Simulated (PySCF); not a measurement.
**C₁₀H₁₄: a changed input and its effect**

System: C₁₀H₁₄ (o-cymene), SMILES Cc1ccccc1C(C)C.
Method of run A: GIAO PBE0/pcSseg-1 NMR shielding, non-relativistic, IEF-PCM acetonitrile (PySCF 2.14.0).

The geometry comes from this level: PBE0-D3(BJ)/def2-SVP. Text and figures count atoms from 1; the logs count them from 0 in places.

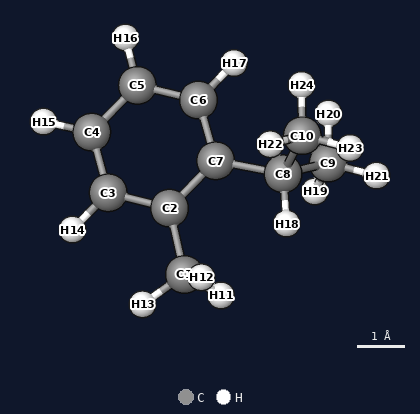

The structure as given in the input (ball-and-stick view, seen at a tilt; atoms are numbered from 1 in the order of the input).

## Input, run A
```
{"job": {"kind": "nmr", "xc": "PBE0", "basis": "pcSseg-1", "solvent": "acetonitrile", "pop": true}, "charge": 0, "multiplicity": 1}
C      0.446261     1.471019     0.968124
C      0.878821     0.119196     0.470109
C      2.242030    -0.202439     0.452915
C      2.698502    -1.437818     0.003430
C      1.780560    -2.384331    -0.443565
C      0.423249    -2.077505    -0.431626
C     -0.050615    -0.839543     0.018889
C     -1.543380    -0.566812     0.008179
C     -2.106560    -0.585043    -1.413134
C     -2.298163    -1.532009     0.922664
H     -0.107278     2.035376     0.200682
H     -0.211969     1.393690     1.848519
H      1.317043     2.074812     1.258730
H      2.962179     0.542322     0.803555
H      3.768425    -1.658795     0.002431
H      2.118964    -3.359827    -0.800937
H     -0.292257    -2.825717    -0.783940
H     -1.704194     0.446010     0.406348
H     -1.575105     0.127736    -2.061607
H     -2.010808    -1.583223    -1.869266
H     -3.175716    -0.319779    -1.414969
H     -1.902593    -1.500198     1.949063
H     -3.369707    -1.279595     0.959858
H     -2.213879    -2.571079     0.566758
```

The first line tells a small driver script what to run in PySCF; the rest is the geometry in Å.

Command:
```bash
OMP_NUM_THREADS=1 python <driver script> task.json out
```

Hardware: 1 CPU thread, shared host.

## Output (run A)
```
coarse grid: 19544 points
cycle   1  E = -388.8661626443  dE =  1.244e+00  |g| = 4.430e-01  |ddm| = 4.538e+00
cycle   2  E = -388.8715161381  dE = -5.353e-03  |g| = 4.389e-01  |ddm| = 9.470e-01
cycle   3  E = -388.9226636247  dE = -5.115e-02  |g| = 2.953e-02  |ddm| = 4.223e-01
cycle   4  E = -388.9227375247  dE = -7.390e-05  |g| = 2.380e-02  |ddm| = 5.671e-02
cycle   5  E = -388.9228813429  dE = -1.438e-04  |g| = 4.950e-03  |ddm| = 2.837e-02
cycle   6  E = -388.9228870744  dE = -5.732e-06  |g| = 1.714e-03  |ddm| = 5.906e-03
final grid: 187288 points
cycle   7  E = -388.9838188755  dE = -6.308e-05  |g| = 9.883e-03  |ddm| = 6.628e-02
cycle   8  E = -388.9838148606  dE =  4.015e-06  |g| = 1.070e-02  |ddm| = 2.087e-02
cycle   9  E = -388.9838452235  dE = -3.036e-05  |g| = 1.231e-03  |ddm| = 1.084e-02
cycle  10  E = -388.9838456148  dE = -3.913e-07  |g| = 3.110e-04  |ddm| = 1.422e-03
cycle  11  E = -388.9838456384  dE = -2.356e-08  |g| = 9.689e-05  |ddm| = 3.678e-04
cycle  12  E = -388.9838456407  dE = -2.294e-09  |g| = 2.573e-05  |ddm| = 1.307e-04
cycle  13  E = -388.9838456408  dE = -1.539e-10  |g| = 6.630e-06  |ddm| = 3.253e-05
converged SCF energy = -388.9838456408

GIAO shielding tensors (ppm)
atom      isotropic    diamagn.    paramagn.     s11        s22        s33       span
  0 C      162.676     248.155     -85.479    147.834    158.455    181.738     33.905
  1 C       43.765     258.507    -214.742    -54.011     16.334    168.973    222.983
  2 C       48.982     251.061    -202.079    -54.782     46.080    155.649    210.431
  3 C       53.446     255.374    -201.928    -54.431     40.134    174.634    229.065
  4 C       52.607     254.767    -202.160    -57.508     40.051    175.278    232.787
  5 C       53.021     252.198    -199.177    -56.390     36.664    178.789    235.179
  6 C       29.993     261.835    -231.842    -58.261    -17.428    165.669    223.930
  7 C      153.725     241.720     -87.995    144.693    154.990    161.493     16.800
  8 C      159.453     247.412     -87.959    143.676    152.021    182.662     38.986
  9 C      159.575     246.463     -86.888    143.742    152.300    182.682     38.941
 10 H       28.645      31.049      -2.405     23.265     28.782     33.886     10.621
 11 H       28.648      30.288      -1.640     23.351     28.615     33.977     10.626
 12 H       29.073      30.135      -1.062     23.834     28.227     35.158     11.324
 13 H       23.808      32.295      -8.486     19.867     23.675     27.882      8.015
 14 H       23.874      29.507      -5.633     20.372     25.110     26.140      5.768
 15 H       23.751      29.829      -6.078     20.169     24.469     26.615      6.446
 16 H       23.685      33.951     -10.266     19.548     21.510     29.999     10.451
 17 H       28.218      34.023      -5.806     23.053     26.882     34.718     11.665
 18 H       30.203      30.997      -0.793     25.794     28.597     36.220     10.426
 19 H       30.029      31.307      -1.278     25.597     29.426     35.064      9.467
 20 H       29.980      29.405       0.575     25.993     26.834     37.112     11.119
 21 H       30.214      29.915       0.299     25.840     28.550     36.253     10.412
 22 H       29.982      28.678       1.304     25.964     26.879     37.103     11.139
 23 H       30.007      30.563      -0.557     25.555     29.409     35.056      9.501
```

For run B the input was changed thus:
```diff
-"solvent": "acetonitrile"
-"pop": true
+"solvent": "chloroform"
+"pop": false
```

What does this change do to the results?

The total energy of run B is 1.1 kcal/mol higher: the change of the electrostatic solvation energy at this fixed geometry, without cavity or dispersion terms. The dipole moment goes from 1.04 to 0.93 D. Of all shieldings, the largest change is that of C2 and C7, by +0.5 ppm. The number of SCF iterations is the same.

## Output (run B)
```
coarse grid: 19544 points
cycle   1  E = -388.8633441688  dE =  1.247e+00  |g| = 4.469e-01  |ddm| = 4.539e+00
cycle   2  E = -388.8672767119  dE = -3.933e-03  |g| = 4.490e-01  |ddm| = 9.902e-01
cycle   3  E = -388.9209686813  dE = -5.369e-02  |g| = 2.853e-02  |ddm| = 4.483e-01
cycle   4  E = -388.9210204799  dE = -5.180e-05  |g| = 2.430e-02  |ddm| = 5.828e-02
cycle   5  E = -388.9211704202  dE = -1.499e-04  |g| = 5.262e-03  |ddm| = 2.979e-02
cycle   6  E = -388.9211769711  dE = -6.551e-06  |g| = 1.776e-03  |ddm| = 6.320e-03
final grid: 187288 points
cycle   7  E = -388.9821274491  dE = -6.291e-05  |g| = 9.911e-03  |ddm| = 6.624e-02
cycle   8  E = -388.9821231645  dE =  4.285e-06  |g| = 1.079e-02  |ddm| = 2.080e-02
cycle   9  E = -388.9821538554  dE = -3.069e-05  |g| = 1.161e-03  |ddm| = 1.080e-02
cycle  10  E = -388.9821541984  dE = -3.430e-07  |g| = 3.362e-04  |ddm| = 1.403e-03
cycle  11  E = -388.9821542269  dE = -2.848e-08  |g| = 9.529e-05  |ddm| = 4.067e-04
cycle  12  E = -388.9821542291  dE = -2.197e-09  |g| = 2.778e-05  |ddm| = 1.336e-04
cycle  13  E = -388.9821542293  dE = -1.847e-10  |g| = 6.423e-06  |ddm| = 3.446e-05
converged SCF energy = -388.9821542293

GIAO shielding tensors (ppm)
atom      isotropic    diamagn.    paramagn.     s11        s22        s33       span
  0 C      162.449     248.162     -85.713    147.447    158.412    181.487     34.040
  1 C       44.283     258.519    -214.236    -53.816     17.803    168.862    222.678
  2 C       48.984     251.204    -202.220    -54.867     46.812    155.006    209.873
  3 C       53.425     255.332    -201.906    -54.444     40.573    174.147    228.591
  4 C       52.569     254.729    -202.160    -57.570     40.485    174.793    232.363
  5 C       53.186     252.336    -199.150    -56.276     37.501    178.332    234.609
  6 C       30.526     261.804    -231.278    -58.007    -16.007    165.591    223.598
  7 C      153.641     241.814     -88.173    144.847    154.765    161.310     16.463
  8 C      159.228     247.232     -88.004    143.509    151.842    182.332     38.823
  9 C      159.347     246.282     -86.936    143.574    152.112    182.354     38.780
 10 H       28.677      31.129      -2.452     23.313     28.823     33.895     10.581
 11 H       28.679      30.364      -1.685     23.398     28.654     33.984     10.587
 12 H       29.121      30.204      -1.083     23.908     28.287     35.167     11.259
 13 H       23.883      32.312      -8.428     19.970     23.707     27.972      8.002
 14 H       23.935      29.467      -5.532     20.448     25.137     26.220      5.772
 15 H       23.813      29.793      -5.981     20.247     24.497     26.695      6.448
 16 H       23.773      34.010     -10.237     19.655     21.557     30.108     10.454
 17 H       28.280      34.114      -5.834     23.125     26.951     34.763     11.638
 18 H       30.174      30.955      -0.781     25.772     28.568     36.183     10.412
 19 H       30.053      31.315      -1.262     25.625     29.462     35.071      9.446
 20 H       30.018      29.441       0.577     26.042     26.886     37.124     11.082
 21 H       30.184      29.871       0.313     25.817     28.519     36.215     10.398
 22 H       30.020      28.713       1.307     26.013     26.931     37.115     11.102
 23 H       30.032      30.568      -0.536     25.585     29.447     35.064      9.479
```

## The two runs side by side

| quantity | run A | run B |
| --- | --- | --- |
| outcome | converged | converged |
| total energy (hartree) | −388.983846 | −388.982154 |
| HOMO (eV) | −6.89 | −6.84 |
| LUMO (eV) | −0.17 | −0.13 |
| dipole moment (D) | 1.04 | 0.93 |
| shielding of C1 (ppm) | 162.7 | 162.4 |
| shielding of C2 (ppm) | 43.8 | 44.3 |
| shielding of C6 (ppm) | 53.0 | 53.2 |
| shielding of C7 (ppm) | 30.0 | 30.5 |
| shielding of C9 (ppm) | 159.5 | 159.2 |
| shielding of C10 (ppm) | 159.6 | 159.3 |
| shielding of H17 (ppm) | 23.7 | 23.8 |
| SCF iterations | 13 | 13 |
| basis functions | 240 | 240 |
| wall time (shared host) | 59 s | 56 s |
